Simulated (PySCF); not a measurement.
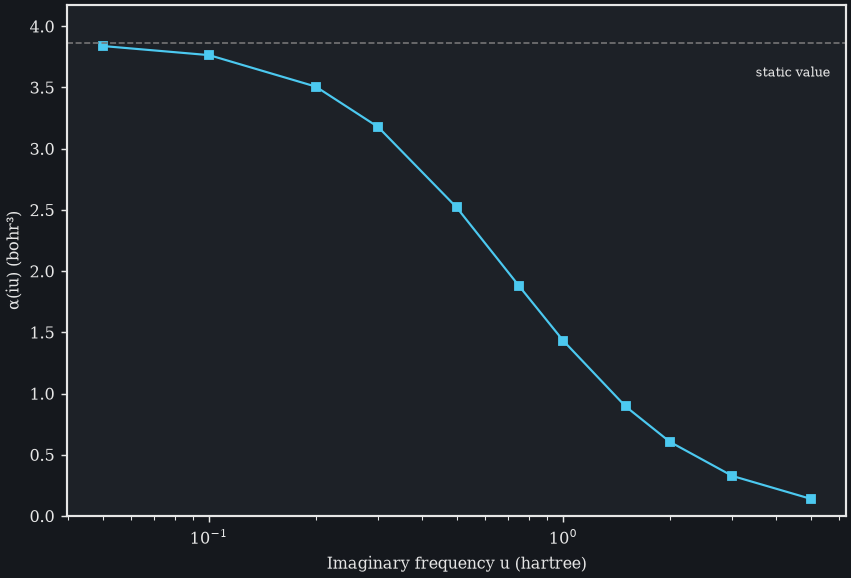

Dipole polarisability at imaginary frequency of an atom or ion with 6 electrons in the configuration [He] 2s² 2p². Coupled response at the PBE0 level; PySCF, dyall-acv3z, non-relativistic, unrestricted single determinants, no spin-orbit coupling.

**Which species is it, and what does the curve give?**

N II (N⁺). The static dipole polarisability is 3.86 bohr³; α(iu) falls to half of it near u = 0.72 hartree. The Casimir–Polder integral gives C₆ = 8.29 hartree bohr⁶ for two such species.
